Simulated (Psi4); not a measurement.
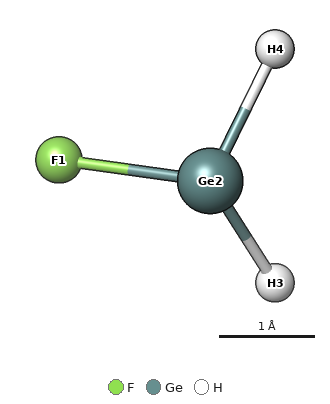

**Figure 1.** The structure as given in the input (ball-and-stick view, seen at a tilt; atoms are numbered from 1 in the order of the input). Sticks mark near contacts. Bond lengths as drawn: F–Ge 1.75 Å and Ge–H 1.55 Å.

## Single-point calculation, with input and output: GeH2F

The run: single-point calculation of GeH2F, multiplicity 2, SMILES [F][GeH2]. Method and program: CASSCF/6-31G**, ROHF (Psi4 1.11).

The geometry comes from this level: PBE0-D4/def2-TZVP.

### Log
```
Psi4 1.11 release

   => Loading Basis Set <=

    Name: 6-31G**
    Role: ORBITAL
    Keyword: BASIS

         ---------------------------------------------------------
                                   SCF
                             ROHF Reference
                        1 Threads,   1525 MiB Core
         ---------------------------------------------------------

  ==> Geometry <==

    Molecular point group: c1
    Full point group: C1

    Geometry (in Angstrom), charge = 0, multiplicity = 2:

       Center              X                  Y                   Z               Mass
    ------------   -----------------  -----------------  -----------------  -----------------
         F           -0.123366163137    -0.302398451271     1.366411279803    18.998403162730
         GE           0.044133836863     0.059801548729    -0.332688720197    73.921177761000
         H           -1.340366163137    -0.244798451271    -0.957588720197     1.007825032230
         H            0.428833836863     1.559001548729    -0.398688720197     1.007825032230

  Running in c1 symmetry.

  Rotational constants: A =      3.79379  B =      0.34899  C =      0.33310 [cm^-1]
  Rotational constants: A = 113734.90387  B =  10462.46471  C =   9985.93974 [MHz]
  Nuclear repulsion =  113.015982835607062

  Charge       = 0
  Multiplicity = 2
  Electrons    = 43
  Nalpha       = 22
  Nbeta        = 21

  ==> Algorithm <==

  SCF Algorithm Type is PK.
  DIIS enabled.
  MOM disabled.
  Fractional occupation disabled.
  Guess Type is SAD.
  Energy threshold   = 1.00e-08
  Density threshold  = 1.00e-08
  Integral threshold = 1.00e-12

  ==> Primary Basis <==

  Basis Set: 6-31G**
    Blend: 6-31G**
    Number of shells: 24
    Number of basis functions: 60
    Number of Cartesian functions: 60
    Spherical Harmonics?: false
    Max angular momentum: 2

  ==> Integral Setup <==

  Using in-core PK algorithm.
   Calculation information:
      Number of atoms:                   4
      Number of AO shells:              24
      Number of primitives:             68
      Number of atomic orbitals:        60
      Number of basis functions:        60

      Integral cutoff                 1.00e-12
      Number of threads:                 1

  Performing in-core PK
  Using 3350730 doubles for integral storage.
  We computed 43821 shell quartets total.
  Whereas there are 45150 unique shell quartets.

  ==> DiskJK: Disk-Based J/K Matrices <==

    J tasked:                  Yes
    K tasked:                  Yes
    wK tasked:                  No
    Memory [MiB]:             1144
    Schwarz Cutoff:          1E-12

  Minimum eigenvalue in the overlap matrix is 6.0872073525E-04.
  Reciprocal condition number of the overlap matrix is 1.0757624829E-04.
    Using symmetric orthogonalization.

  ==> Pre-Iterations <==

  SCF Guess: Superposition of Atomic Densities via on-the-fly atomic UHF (no occupation information).

   -------------------------
    Irrep   Nso     Nmo
   -------------------------
     A         60      60
   -------------------------
    Total      60      60
   -------------------------

  ==> Iterations <==

                        Total Energy        Delta E     RMS |[F,P]|

   @ROHF iter SAD: -2171.18083429566241   -2.17118e+03   0.00000e+00
   @ROHF iter   1: -2174.61255458652931   -3.43172e+00   2.90425e-02 DIIS
   @ROHF iter   2: -2175.13699889395230   -5.24444e-01   2.32831e-02 DIIS
   @ROHF iter   3: -2175.66673414094294   -5.29735e-01   6.83832e-04 DIIS
   @ROHF iter   4: -2175.66955040239282   -2.81626e-03   2.74965e-04 DIIS
   @ROHF iter   5: -2175.66985635388846   -3.05951e-04   1.21477e-04 DIIS
   @ROHF iter   6: -2175.66991811987555   -6.17660e-05   1.88576e-05 DIIS
   @ROHF iter   7: -2175.66992009884189   -1.97897e-06   3.75365e-06 DIIS
   @ROHF iter   8: -2175.66992020477755   -1.05936e-07   1.09854e-06 DIIS
   @ROHF iter   9: -2175.66992021684246   -1.20649e-08   2.33484e-07 DIIS
   @ROHF iter  10: -2175.66992021739225   -5.49790e-10   4.27031e-08 DIIS
   @ROHF iter  11: -2175.66992021741135   -1.90994e-11   1.22302e-08 DIIS
   @ROHF iter  12: -2175.66992021741316   -1.81899e-12   2.94561e-09 DIIS
  Energy and wave function converged.

  ==> Post-Iterations <==

    Orbital Energies [Eh]
    ---------------------

    Doubly Occupied:

       1A   -405.292942     2A    -52.218784     3A    -46.311009
       4A    -46.310425     5A    -46.309881     6A    -26.251202
       7A     -7.244677     8A     -5.219530     9A     -5.218828
      10A     -5.217422    11A     -1.684297    12A     -1.670839
      13A     -1.670764    14A     -1.667342    15A     -1.666646
      16A     -1.512306    17A     -0.732263    18A     -0.615752
      19A     -0.609863    20A     -0.579256    21A     -0.480243

    Singly Occupied:

      22A     -0.157622

    Virtual:

      23A      0.110594    24A      0.182065    25A      0.190073
      26A      0.210664    27A      0.315302    28A      0.318378
      29A      0.410146    30A      0.637060    31A      0.642899
      32A      0.693982    33A      0.751069    34A      0.876693
      35A      1.192468    36A      1.340382    37A      1.341589
      38A      1.559265    39A      1.630223    40A      1.631646
      41A      1.944049    42A      2.168105    43A      2.169856
      44A      2.178225    45A      2.229462    46A      2.332650
      47A      2.429868    48A      2.509266    49A      2.557648
      50A      2.715534    51A      2.830414    52A      2.948780
      53A      3.798823    54A      3.812182    55A      3.817736
      56A      3.904943    57A      3.987148    58A      4.344067
      59A      4.511749    60A     88.681283

    Final Occupation by Irrep:
              A
    DOCC [    21 ]
    SOCC [     1 ]
    NA   [    22 ]
    NB   [    21 ]

  @ROHF Final Energy: -2175.66992021741316

   => Energetics <=

    Nuclear Repulsion Energy =            113.0159828356070619
    One-Electron Energy =               -3260.0404777911417114
    Two-Electron Energy =                 971.3545747381215278
    Total Energy =                      -2175.6699202174131642

Computation Completed

Properties will be evaluated at   0.000000,   0.000000,   0.000000 [a0]

Properties computed using the SCF density matrix

 Multipole Moments:

 ------------------------------------------------------------------------------------
     Multipole            Electronic (a.u.)      Nuclear  (a.u.)        Total (a.u.)
 ------------------------------------------------------------------------------------

 L = 1.  Multiply by 2.5417464519 to convert [e a0] to [Debye]
 Dipole X            :          1.2766442           -1.1518731            0.1247711
 Dipole Y            :         -0.7877627            0.9567052            0.1689425
 Dipole Z            :         -1.4981413            0.5581968           -0.9399445
 Magnitude           :                                                    0.9631225

 ------------------------------------------------------------------------------------

	total time  =          1 seconds =       0.02 minutes
 MINTS: Wrapper to libmints.

   Calculation information:
      Number of threads:                 1
      Number of atoms:                   4
      Number of AO shells:              24
      Number of SO shells:              24
      Number of primitives:             68
      Number of atomic orbitals:        60
      Number of basis functions:        60

      Number of irreps:                  1
      Integral cutoff                 1.00e-12
      Number of functions per irrep: [  60 ]

 OEINTS: Overlap, kinetic, potential, dipole, and quadrupole integrals
         stored in file 35.

      Computing two-electron integrals...done
      Computed 1467064 non-zero two-electron integrals.
        Stored in file 33.

 MINTS: Wrapper to libmints.

   Calculation information:
      Number of threads:                 1
      Number of atoms:                   4
      Number of AO shells:              24
      Number of SO shells:              24
      Number of primitives:             68
      Number of atomic orbitals:        60
      Number of basis functions:        60

      Number of irreps:                  1
      Integral cutoff                 1.00e-12
      Number of functions per irrep: [  60 ]

 OEINTS: Overlap, kinetic, potential, dipole, and quadrupole integrals
         stored in file 35.

      Computing two-electron integrals...done
      Computed 1467064 non-zero two-electron integrals.
        Stored in file 33.

         ---------------------------------------------------------
                Multi-Configurational Self-Consistent Field
                            (a 'D E T C I' module)

         ---------------------------------------------------------

Warning: iopen=0,opentype!=closed. Making iopen=1

   ==> Parameters <==

    EX LEVEL       =        7      H0 BLOCKSIZE  =     1000
    VAL EX LEVEL   =        0      H0 GUESS SIZE =     1000
    H0COUPLINGSIZE =        0      H0 COUPLING   =       NO
    MAXITER        =       12      NUM PRINT     =       20
    NUM ROOTS      =        3      ICORE         =        1
    PRINT LVL      =        1      FCI           =      YES
    R CONV         = 1.00e-07      MIXED         =      YES
    E CONV         = 1.00e-06      MIXED4        =      YES
    R4S            =       NO      REPL OTF      =       NO
    DIAG METHOD    =      SEM      FOLLOW ROOT   =        0
    PRECONDITIONER = DAVIDSON      UPDATE        = DAVIDSON
    S              =   0.5000      Ms0           =       NO
    GUESS VECTOR   =  H0BLOCK      OPENTYPE      = HIGHSPIN
    COLLAPSE SIZE  =        1      HD AVG        = EVANGELISTI
    MAX NUM VECS   =       39      REF SYM       =     AUTO
    IOPEN        =      YES

    EX ALLOW       =  1  1  1  1  1  1  1
    STATE AVERAGE  =  0(0.33)  1(0.33)  2(0.33)

   ==> CI Orbital and Space information <==

   ------------------------------------
               Space    Total     A
   ------------------------------------
                 Nso       60    60
                 Nmo       60    60
               Ndocc       21    21
               Nsocc        1     1
   ------------------------------------
               MCSCF Spaces
   ------------------------------------
         Frozen DOCC        0     0
     Restricted DOCC       18    18
              Active        6     6
     Restricted UOCC       36    36
         Frozen UOCC        0     0
   ------------------------------------

   ==> Setting up CI strings <==

    There are 15 alpha and 20 beta strings
    The CI space requires 300 (3.00E+02) determinants and 1 blocks

   ==> Setting up MCSCF integrals <==

  Using in-core PK algorithm.
   Calculation information:
      Number of atoms:                   4
      Number of AO shells:              24
      Number of primitives:             68
      Number of atomic orbitals:        60
      Number of basis functions:        60

      Integral cutoff                 1.00e-12
      Number of threads:                 1

  Performing in-core PK
  Using 3350730 doubles for integral storage.
  We computed 43821 shell quartets total.
  Whereas there are 45150 unique shell quartets.

  ==> DiskJK: Disk-Based J/K Matrices <==

    J tasked:                  Yes
    K tasked:                  Yes
    wK tasked:                  No
    Memory [MiB]:             1220
    Schwarz Cutoff:          1E-12

   ==> Starting MCSCF iterations <==

        Iter         Total Energy       Delta E   Orb RMS    CI RMS  NCI NORB
   @MCSCF  1:  -2175.520196751672    1.4972e-01  5.55e-03  1.16e-12    1    1  Initial CI
      Warning! Maxstep = 0.60, scaling to 0.50
   @MCSCF  2:  -2175.542859676596   -2.2663e-02  2.58e-03  3.09e-06    9    1  TS
   @MCSCF  3:  -2175.547908029374   -5.0484e-03  1.15e-03  1.84e-06    9    1  TS
   @MCSCF  4:  -2175.549312263603   -1.4042e-03  6.31e-04  6.56e-07    9    1  TS, DIIS
   @MCSCF  5:  -2175.549795612621   -4.8335e-04  3.77e-04  4.31e-07    9    1  TS, DIIS
   @MCSCF  6:  -2175.550034883710   -2.3927e-04  1.96e-04  1.81e-07   10    1  TS, DIIS
   @MCSCF  7:  -2175.550112875100   -7.7991e-05  1.25e-04  7.62e-08   10    1  TS, DIIS
   @MCSCF  8:  -2175.550131915764   -1.9041e-05  6.32e-05  5.29e-08   10    1  TS, DIIS
   @MCSCF  9:  -2175.550145983975   -1.4068e-05  5.69e-05  3.64e-08   10    1  TS, DIIS
   @MCSCF 10:  -2175.550155915876   -9.9319e-06  5.13e-05  3.27e-08   10    1  TS, DIIS
   @MCSCF 11:  -2175.550156632339   -7.1646e-07  5.22e-05  2.20e-08    8    1  TS, DIIS

          @MCSCF has converged!

   @MCSCF Final Energy: -2175.550156632339167

   Computing CI Natural Orbitals

   ==> Starting CI iterations <==

    H0 Block Eigenvalue = -2175.67452629

    Simultaneous Expansion Method (Block Davidson Method)
    Using 3 initial trial vectors

     Iter   Root       Total Energy       Delta E      C RMS

   @CI  0:     0  -2175.674526288690   -1.0615E+01   3.2950E-12
   @CI  0:     1  -2175.494930763775   -1.0435E+01   3.1838E-12
   @CI  0:     2  -2175.481012844552   -1.0421E+01   3.1834E-12

    Warning: Norm of correction (root 0) is < 1.0E-13
    Warning: Norm of correction (root 1) is < 1.0E-13
    Warning: Norm of correction (root 2) is < 1.0E-13
   @CI  1:     0  -2175.674526288690   5.3291E-15   8.5656E-13 c
   @CI  1:     1  -2175.494930763775   7.1054E-15   1.2352E-12 c
   @CI  1:     2  -2175.481012844552   1.7764E-15   1.3979E-12 c

   ==> Energetics <==

    SCF energy =         -2175.669920217413164
    Total MCSCF energy = -2175.550156632339167

   ==> MCSCF root 0 information <==

    MCSCF Root 0 energy =  -2175.674526288689776

   Active Space Natural occupation numbers:

         A   1.998102         A   1.992159         A   1.989585
         A   1.002221         A   0.011365         A   0.006568

   The 20 most important determinants:

    *   1    0.991158  (    0,    0)  19AX 20AX 21AX 22AA
    *   2    0.061380  (    1,    0)  19AX 20AX 21AX 23AA
    *   3    0.051810  (    6,   10)  19AX 20AX 22AA 24AX
    *   4    0.045721  (    0,    2)  19AX 20AA 21AX 22AX
    *   5    0.045177  (    6,    2)  19AX 20AA 21AB 22AX 24AA
    *   6    0.031086  (    3,    5)  19AX 21AX 22AA 23AX
    *   7    0.030667  (    7,    1)  19AX 20AB 21AA 22AX 24AA
    *   8    0.026853  (    1,    5)  19AX 20AA 21AX 23AX
    *   9    0.025911  (    7,   11)  19AX 21AX 22AA 24AX
    *  10    0.021577  (    5,    4)  19AX 20AX 21AA 23AB 24AA
    *  11    0.019939  (    4,    6)  20AX 21AX 22AA 23AX
    *  12   -0.017844  (    0,    3)  19AA 20AX 21AX 22AX
    *  13    0.017806  (    4,    3)  20AX 21AX 22AX 23AA
    *  14   -0.015986  (    0,   10)  19AX 20AX 21AA 22AA 24AB
    *  15    0.014510  (    0,   13)  19AX 20AA 21AA 22AX 24AB
    *  16    0.014376  (    1,   10)  19AX 20AX 21AA 23AA 24AB
    *  17    0.013360  (    2,    4)  19AX 20AX 22AA 23AX
    *  18   -0.012049  (    2,    1)  19AX 20AX 22AX 23AA
    *  19   -0.011168  (    3,    2)  19AX 21AX 22AX 23AA
    *  20   -0.010901  (    5,   12)  19AA 20AX 21AX 24AX

   ==> MCSCF root 1 information <==

    MCSCF Root 1 energy =  -2175.494930763775301

   Active Space Natural occupation numbers:

         A   1.997225         A   1.974009         A   1.970719
         A   0.998208         A   0.040270         A   0.019568

   The 20 most important determinants:

    *   1    0.978650  (    1,    0)  19AX 20AX 21AX 23AA
    *   2   -0.070266  (    3,    2)  19AX 21AX 22AX 23AA
    *   3   -0.064854  (    2,    1)  19AX 20AX 22AX 23AA
    *   4    0.064336  (    0,    5)  19AX 20AA 21AX 22AA 23AB
    *   5   -0.063085  (    0,    0)  19AX 20AX 21AX 22AA
    *   6   -0.060241  (    3,    0)  19AX 20AB 21AX 22AA 23AA
    *   7    0.052683  (    9,    2)  19AX 20AA 21AB 22AB 23AA 24AA
    *   8    0.052487  (    9,   10)  19AX 20AX 23AA 24AX
    *   9   -0.052086  (    3,   10)  19AX 20AB 21AA 22AA 23AA 24AB
    *  10    0.044680  (    9,    0)  19AX 20AX 21AB 23AA 24AA
    *  11   -0.040646  (    2,   11)  19AX 20AA 21AB 22AA 23AA 24AB
    *  12    0.038046  (   10,    1)  19AX 20AB 21AA 22AB 23AA 24AA
    *  13    0.033584  (    0,    2)  19AX 20AA 21AX 22AX
    *  14    0.030011  (    0,   10)  19AX 20AX 21AA 22AA 24AB
    *  15    0.029196  (   10,   11)  19AX 21AX 23AA 24AX
    *  16   -0.023939  (    4,    3)  20AX 21AX 22AX 23AA
    *  17    0.022706  (    5,    4)  19AX 20AX 21AA 23AB 24AA
    *  18    0.022550  (    5,    1)  19AX 20AX 21AA 22AB 24AA
    *  19   -0.022165  (    4,    6)  20AX 21AX 22AA 23AX
    *  20   -0.021974  (    1,   10)  19AX 20AX 21AA 23AA 24AB

   ==> MCSCF root 2 information <==

    MCSCF Root 2 energy =  -2175.481012844551515

   Active Space Natural occupation numbers:

         A   1.999021         A   1.973380         A   1.949053
         A   1.021358         A   0.036198         A   0.020990

   The 20 most important determinants:

    *   1    0.975561  (    0,    1)  19AX 20AX 21AA 22AX
    *   2    0.114341  (    5,    2)  19AX 20AA 21AX 22AB 24AA
    *   3   -0.083673  (    6,    1)  19AX 20AX 22AX 24AA
    *   4   -0.075450  (    1,    4)  19AX 20AX 21AA 23AX
    *   5   -0.074991  (    5,   10)  19AX 20AX 21AA 24AX
    *   6    0.060708  (    0,   11)  19AX 20AA 21AX 22AA 24AB
    *   7    0.053633  (    7,    0)  19AX 20AB 21AX 22AA 24AA
    *   8   -0.038495  (    5,    0)  19AX 20AX 21AX 24AA
    *   9   -0.038278  (    2,    0)  19AX 20AX 21AB 22AA 23AA
    *  10    0.030359  (    3,    7)  19AX 21AA 22AX 23AX
    *  11    0.028633  (    7,   13)  19AX 21AA 22AX 24AX
    *  12    0.027615  (    1,    7)  19AX 20AA 21AA 22AB 23AX
    *  13   -0.027376  (    3,    4)  19AX 20AB 21AA 22AA 23AX
    *  14    0.023279  (    2,    2)  19AX 20AA 21AB 22AX 23AA
    *  15   -0.020080  (    1,    1)  19AX 20AX 21AA 22AB 23AA
    *  16    0.018424  (    0,    7)  19AX 20AA 21AA 22AX 23AB
    *  17    0.018198  (    0,    4)  19AX 20AX 21AA 22AA 23AB
    *  18   -0.017930  (    6,    4)  19AX 20AX 22AA 23AB 24AA
    *  19    0.016638  (    4,    8)  20AX 21AA 22AX 23AX
    *  20   -0.015529  (    2,   10)  19AX 20AX 22AA 23AA 24AB

Properties will be evaluated at   0.000000,   0.000000,   0.000000 [a0]

Properties computed using the CASSCF density matrix

 Multipole Moments:

 ------------------------------------------------------------------------------------
     Multipole            Electronic (a.u.)      Nuclear  (a.u.)        Total (a.u.)
 ------------------------------------------------------------------------------------

 L = 1.  Multiply by 2.5417464519 to convert [e a0] to [Debye]
 Dipole X            :          0.9937156           -1.1518731           -0.1581575
 Dipole Y            :         -0.5516177            0.9567052            0.4050875
 Dipole Z            :         -1.3890013            0.5581968           -0.8308045
 Magnitude           :                                                    0.9377344

 ------------------------------------------------------------------------------------
```

### Standard output
```
total energy -2175.55015663 hartree = -59199.73507 eV
```

The run was set up as follows.

### The input (calc.py)
```python
import psi4

psi4.set_memory(1600000000)
psi4.set_num_threads(1)
psi4.set_output_file('fgeh2.out', False)

with open('fgeh2.xyz') as f:
    atoms = ''.join(f.readlines()[2:])
mol = psi4.geometry('0 2\n' + atoms + 'symmetry c1')

psi4.set_options({
    'reference': 'rohf',
    'scf_type': 'pk',
    'restricted_docc': [18],
    'mcscf_type': 'conv',
    'mcscf_algorithm': 'ts',
    'mcscf_maxiter': 60,
    'active': [6],
    'num_roots': 3,
    'avg_states': [0, 1, 2],
    'nat_orbs': True,
    'mcscf_r_convergence': 0.0001,
    'mcscf_e_convergence': 1e-06,
})

energy_value = psi4.energy("casscf/6-31G**", molecule=mol)
print(f'total energy {energy_value:.8f} hartree = {energy_value * 27.211386:.5f} eV')
```

### File fgeh2.xyz
```
4
FGeH2
F      0.138200    -0.585400     1.442000
Ge     0.305700    -0.223200    -0.257100
H     -1.078800    -0.527800    -0.882000
H      0.690400     1.276000    -0.323100
```

Launch command:
```bash
python calc.py
```

### Summary

| quantity | value |
| --- | --- |
| outcome | converged |
| total energy | −2175.550157 hartree |
| SCF energy | −2175.669920 hartree |
| CASSCF energy | −2175.550157 hartree |
| correlation energy | 0.119764 hartree |
| basis functions | 60 |
| hardware | 1 thread of Intel Xeon @ 2.50GHz (Skylake/Cascade Lake), 16 GiB of memory available, shared host |
| wall time | 7.8 s |
| peak memory | 0.24 GiB |

### Remarks

The record of the run, not the program, notes: active space taken by orbital order; may be a local solution.
